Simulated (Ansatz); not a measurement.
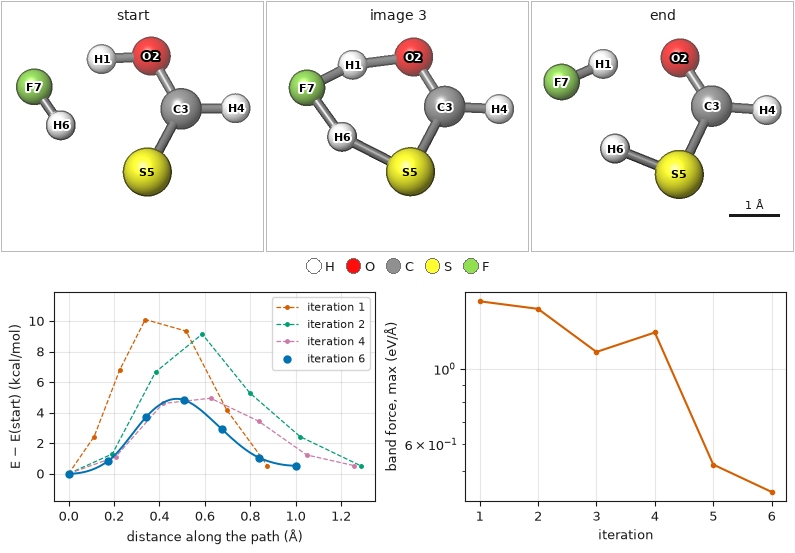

NEB run on CH3FOS. Images are numbered from 0 (start) to 6 (end). The plot follows the band through its iterations. Style: ball-and-stick. Shown at a tilt.

Level of theory: RKS PBE-D4/def2-SVP in Ansatz 0.2.0. Run with 5 movable images; climbing image; force threshold 0.5 eV/Å; iteration limit 60; starting path through a guess of the saddle point.

**How did the profile develop, and is the result final?**

The run met only a loose threshold, so the barrier can't be trusted yet. The band converged in 6 iterations. The largest component of the band force went from 1.6 to 0.44 eV/Å. The climbing image converged on the top of the path. Its curvatures weren't checked. The force threshold is so loose that the height of the top is at best an upper bound. The first iteration put the highest image at 10.10 kcal/mol. The energy climbs by 4.82 kcal/mol to image 3 and then falls by 4.30 kcal/mol, so the end point sits at +0.52 kcal/mol.
